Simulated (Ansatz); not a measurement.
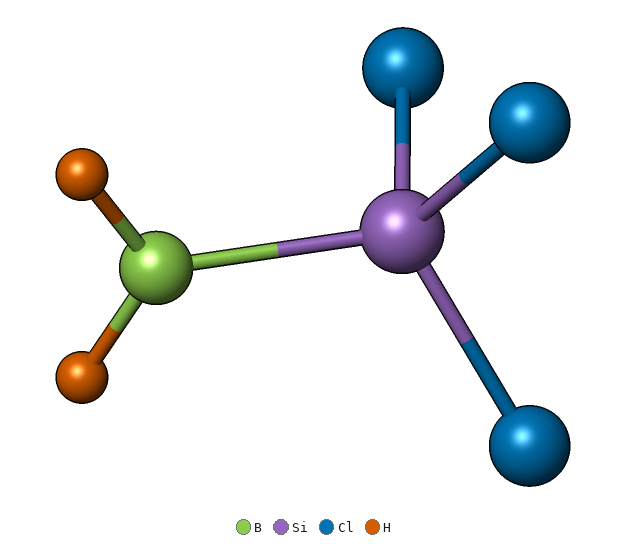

Harmonic vibrations computed with RKS PBE0-D4/def2-TZVP (Ansatz 0.2.0) at a stationary point of the same level.

Is this a minimum or a saddle point?

Answer. A minimum: no imaginary frequency, and the lowest mode lies at 87 cm⁻¹.

List the wavenumbers.

Answer. 15 modes: 87, 109, 166, 180, 192, 227, 440, 566, 577, 673, 699, 902, 1155, 2611, 2712 cm⁻¹.
